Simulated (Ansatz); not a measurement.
# triplet Si2H6O2: levels of theory compared

Wanted: a comparison of 3 runs (U-r2SCAN0/6-31G*, U-wB97X/6-31G*, UCCSD/6-31G*) of triplet Si2H6O2. 

The results are computed with Ansatz 0.2.0.

48 further runs of the same task are left out: 48 set aside as unsound or not needed. Runs told in other sessions of the task aren't counted.

### Step 1. Starting point

The species is Si2H6O2 (10 atoms), meant as a triplet with charge 0. As SMILES of the parent species, `O[SiH2][SiH2]O`. The shape is that of a PBE0-D4/def2-TZVP optimisation. This is one conformer, not always the lowest. That shape belongs to the parent species and isn't relaxed for this state.

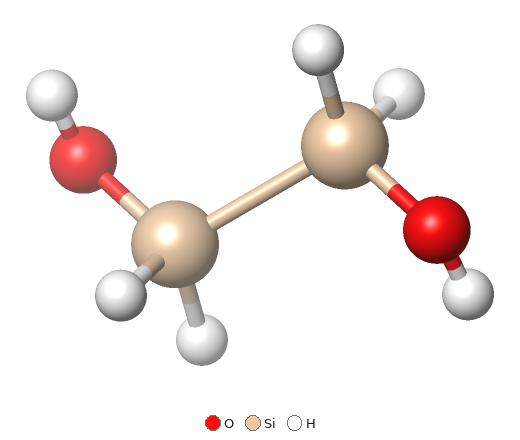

The structure, seen from a chosen angle (oxygen red, silicon light orange, hydrogen white).

### Step 2. The energy at U-r2SCAN0/6-31G(d) (spherical functions) (run 1)

run.yaml reads:

```yaml
crystal:
  periodic: [false, false, false]
  atoms:
    - {symbol: O, position_ang: [-1.023300, 1.887700, 1.029000]}
    - {symbol: Si, position_ang: [0.114300, 0.686000, 0.959700]}
    - {symbol: Si, position_ang: [-0.148600, -0.673600, -0.947700]}
    - {symbol: O, position_ang: [0.987200, -1.877000, -1.014900]}
    - {symbol: H, position_ang: [-1.013300, 2.545500, 0.332800]}
    - {symbol: H, position_ang: [-0.079100, -0.112900, 2.199100]}
    - {symbol: H, position_ang: [1.498300, 1.246700, 0.986300]}
    - {symbol: H, position_ang: [-1.533500, -1.232000, -0.975500]}
    - {symbol: H, position_ang: [0.047500, 0.124300, -2.187300]}
    - {symbol: H, position_ang: [0.975700, -2.534100, -0.318000]}
basis:
  gaussian:
    orbitals: 6-31G_st_-spherical.json
magnetization:
  spin_polarized: true
  initial_magnetization: 2
accuracy: high
hamiltonian:
  xc: {name: r2SCAN0}
output: {orbitals: {seedname: orbitals}}
```

The basis set 6-31G* is read from a file made from the Basis Set Exchange's data (not shown).

The run is started by

```sh
$ ansatz run run.yaml --threads 1 --pin off --max-ram 2610MiB --events-out events.jsonl --progress --plain --runs-dir runs
```

The program printed:

```text
Warning: RAYON_NUM_THREADS=1 ignored (pool sized by the plan → 1); use --threads N
Functional definition: r2SCAN0
  name "r2SCAN0"
  parameter a = 0.25
  parameter k0 = 0.174
  parameter k1 = 0.065
  parameter a1 = 4.9479
  exchange = (1 - a)*r2scan_x(k0 = k0, k1 = k1, a1 = a1) + a*exact_x
  correlation = r2scan_c
1719 factors; integrals over basis functions are off by at most 8.4e-9 eV
mean field evaluation 1: about -19931.6819 eV, gradient 4.2e1 eV
mean field evaluation 2: about -19915.8629 eV, gradient 7.5e1 eV
mean field evaluation 4: about -19938.1265 eV, gradient 1.9e0 eV
mean field evaluation 8: about -19938.1878 eV, gradient 1.1e-1 eV
mean field evaluation 16: about -19938.1882 eV, gradient 1.2e-3 eV
mean field evaluation 32: about -19938.1882 eV, gradient 3.8e-8 eV
mean field -19938.18822320 eV, -732.7149026131 hartree, gradient 3.8e-8 eV, S^2 2.005998; 0 other end points of the search recorded, 0 dependent functions left out
reference -19938.18822546 eV, -732.7149026962 hartree; 26, 24 occupied and 50, 52 virtual orbitals, 1719 factors
Total energy: -19938.18822546 eV, -732.7149026962 hartree
```

Wall time 37 s (1 thread of Arm Neoverse V1, shared host); peak memory 0.54 GiB.

### Step 3. A single-point energy at U-wB97X/6-31G(d) (spherical functions) (run 2)

job.yaml reads:

```yaml
crystal:
  periodic: [false, false, false]
  atoms:
    - {symbol: O, position_ang: [-1.023300, 1.887700, 1.029000]}
    - {symbol: Si, position_ang: [0.114300, 0.686000, 0.959700]}
    - {symbol: Si, position_ang: [-0.148600, -0.673600, -0.947700]}
    - {symbol: O, position_ang: [0.987200, -1.877000, -1.014900]}
    - {symbol: H, position_ang: [-1.013300, 2.545500, 0.332800]}
    - {symbol: H, position_ang: [-0.079100, -0.112900, 2.199100]}
    - {symbol: H, position_ang: [1.498300, 1.246700, 0.986300]}
    - {symbol: H, position_ang: [-1.533500, -1.232000, -0.975500]}
    - {symbol: H, position_ang: [0.047500, 0.124300, -2.187300]}
    - {symbol: H, position_ang: [0.975700, -2.534100, -0.318000]}
basis:
  gaussian:
    orbitals: 6-31G_st_-spherical.json
hamiltonian:
  xc: {name: wB97X}
accuracy: high
output: {orbitals: {seedname: orbitals}}
magnetization:
  spin_polarized: true
  initial_magnetization: 2
```

The basis set 6-31G* is read from a file made from the Basis Set Exchange's data (not shown).

The run is started by

```sh
$ ansatz run job.yaml --threads 1 --pin off --max-ram 2610MiB --events-out events.jsonl --progress --plain --runs-dir runs
```

The program printed, shortened:

```text
Warning: RAYON_NUM_THREADS=1 ignored (pool sized by the plan → 1); use --threads N
Functional definition: wB97X
  name "wB97X"
[...]
      + exact_x_lr(omega)
[...]
      + integral(e_c_pw_opposite_spin*poly(b97_u_opposite, 1, cos1, cos2, cos3, cos4))
1719 factors; integrals over basis functions are off by at most 8.4e-9 eV
402 factors; integrals over basis functions are off by at most 2.4e-9 eV
[...]
mean field -19940.81612075 eV, -732.8114760668 hartree, gradient 7.9e-8 eV, S^2 2.005748; 0 other end points of the search recorded, 0 dependent functions left out
reference -19940.81611878 eV, -732.8114759946 hartree; 26, 24 occupied and 50, 52 virtual orbitals, 1719 factors
Total energy: -19940.81611878 eV, -732.8114759946 hartree
```

It took 86 s on 1 thread of Arm Neoverse V1, shared host; peak memory 0.86 GiB.

### Step 4. The energy at UCCSD/6-31G(d) (spherical functions) (run 3)

in.yaml reads:

```yaml
crystal:
  periodic: [false, false, false]
  atoms:
    - {symbol: O, position_ang: [-1.023300, 1.887700, 1.029000]}
    - {symbol: Si, position_ang: [0.114300, 0.686000, 0.959700]}
    - {symbol: Si, position_ang: [-0.148600, -0.673600, -0.947700]}
    - {symbol: O, position_ang: [0.987200, -1.877000, -1.014900]}
    - {symbol: H, position_ang: [-1.013300, 2.545500, 0.332800]}
    - {symbol: H, position_ang: [-0.079100, -0.112900, 2.199100]}
    - {symbol: H, position_ang: [1.498300, 1.246700, 0.986300]}
    - {symbol: H, position_ang: [-1.533500, -1.232000, -0.975500]}
    - {symbol: H, position_ang: [0.047500, 0.124300, -2.187300]}
    - {symbol: H, position_ang: [0.975700, -2.534100, -0.318000]}
basis:
  gaussian:
    orbitals: 6-31G_st_-spherical.json
magnetization:
  spin_polarized: true
  initial_magnetization: 2
correlation:
  method: ccsd
  frozen_orbitals: {H: 0, O: 1, Si: 5}
accuracy: high
scf:
  omitted_lower_state_checks: [cluster_reference, increment]
```

The basis set 6-31G* is read from a file made from the Basis Set Exchange's data (not shown).

The run is started by

```sh
$ ansatz run in.yaml --threads 1 --pin off --max-ram 2610MiB --events-out events.jsonl --progress --plain --runs-dir runs
```

The program printed:

```text
Warning: RAYON_NUM_THREADS=1 ignored (pool sized by the plan → 1); use --threads N
[... 12 lines left out ...]
12 core orbitals not correlated: weight in the atoms' cores, before any rotation towards them, 1.000 or more for the frozen orbitals, at most 0.000 for the correlated occupied ones
[... 32 lines left out ...]
Total energy: -19904.15867324 eV, -731.4643397182 hartree
Checks for a lower state left out: cluster_reference, increment
```

It took 43 s on 1 thread of Arm Neoverse V1, shared host; peak memory 0.59 GiB.

### Step 5. All runs side by side

```csv
run,level,frozen core orbitals,energy (Eh),HOMO energy (eV),⟨S²⟩,wall time
1,U-r2SCAN0/6-31G* (spherical functions),–,-732.714903,-3.02,2.006,37 s
2,U-wB97X/6-31G* (spherical functions),–,-732.811476,-4.51,2.006,86 s
3,UCCSD/6-31G* (spherical functions),12,-731.464340,–,2.009,43 s
```

### Step 6. Results

```
                                           quantity          value
                                run 3: total energy  -731.46434 Eh
run 3: correlation energy (12 core orbitals frozen)     -563.5 mEh
           run 3: ⟨S²⟩ of the reference determinant          2.009
                               run 3: T1 diagnostic          0.027
```

In words: Totals of different functionals can't be ranked against each other. All runs together took 2.8 min, the longest 86 s.
